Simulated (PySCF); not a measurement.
## Electronic structure of C$_{6}$H$_{9}$NSi in real space

```xyz
17

N     3.7411    0.8625   -0.1863
C     2.8463    0.1862    0.0379
C     1.7021   -0.6512    0.2860
C     0.4904   -0.1813   -0.5394
C     0.0598    1.1953   -0.1126
C    -1.1802    1.3792    0.3049
C    -2.1255    0.2137    0.3294
Si   -1.0826   -1.2538   -0.2941
H     1.4678   -0.6157    1.3536
H     1.9650   -1.6793    0.0210
H     0.8033   -0.1446   -1.5887
H     0.7908    1.9906   -0.1508
H    -1.5474    2.3430    0.6272
H    -2.5199    0.0745    1.3377
H    -2.9882    0.4237   -0.3050
H    -1.5538   -1.8372   -1.5509
H    -0.8758   -2.2936    0.7190
```

Geometry: GFN2-xTB.

These are results of CAM-B3LYP/def2-SVPD, SCF density, gas phase (PySCF), not measurements.

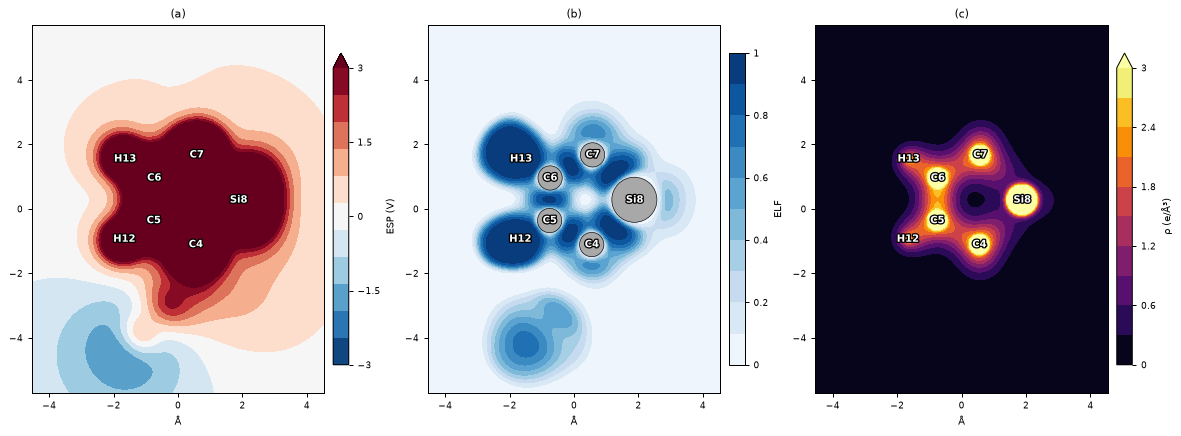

Figure 1. (a) molecular electrostatic potential; (b) electron localisation function; (c) total electron density on the plane of atoms C4, C5 and C6. Grey discs cover the atomic cores in the ELF map.

> What does the map show?

- Atoms in the plane: C, Si and H.
- C–C (1.32 Å): ρ is about 2.4 e/Å³ halfway; the ELF peaks at about 0.95 between the atoms; a short, multiple covalent bond.
- C–Si (1.91 Å): the density is about 0.93 e/Å³ at the midpoint; the ELF peaks at about 0.95 between the atoms; a shared electron pair.
- C–H (1.08 Å): the density is about 2 e/Å³ at the midpoint; the ELF climbs to about 1 towards the hydrogen, as it does in any bond to H (an ordinary covalent bond to hydrogen).
- C–C (1.50 Å): ρ is about 1.7 e/Å³ halfway; the ELF peaks at about 0.95 between the atoms: a covalent bond.
- Outside the dense part of the molecule the potential is most negative (−1.9 V) near N1, which lies off the plane.

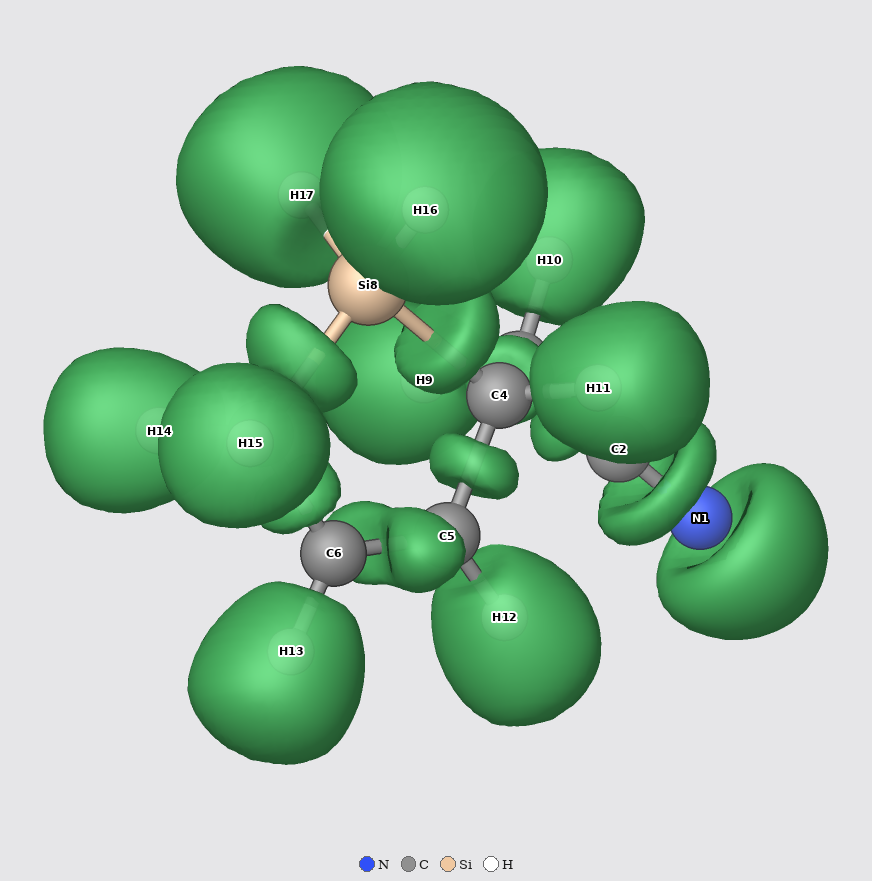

Figure 2. Isosurface of the ELF at 0.8 (green), seen at an oblique angle. Only the valence region is drawn (cores and ρ < 0.01 e/Å³ removed).

> Identify the bonds, lone pairs and shells in this picture.

The surface consists of five regions between bonded C–C atoms (shared pairs), one region between bonded C–N atoms (shared pairs), two regions between bonded C–Si atoms (shared pairs), nine regions around hydrogen nuclei and one lobe on N, pointing away from the bonds (lone pairs).


C–N (1.14 Å): the ELF peaks at about 0.85 between the atoms (a multiple bond).

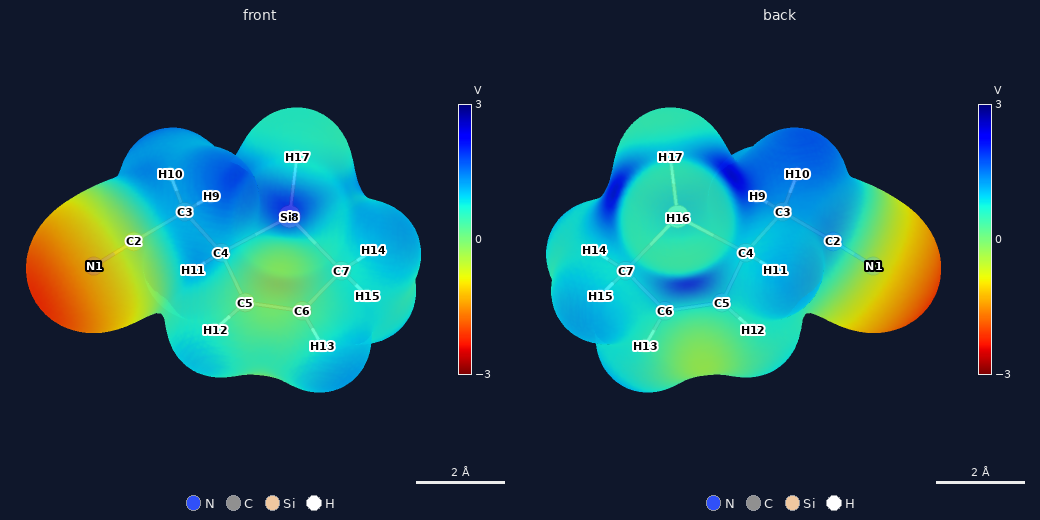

Figure 3. The electrostatic potential painted on the density surface at 0.004 e/bohr³, seen from the front and from behind; red is negative and blue positive.

> Where is the surface potential most negative and most positive?

The most negative region (about −2.2 V, or −51 kcal/mol for a unit charge) lies over N1, the most positive (about +2.4 V, or +55 kcal/mol for a unit charge) over Si8. N1 is the likeliest acceptor of a hydrogen bond.
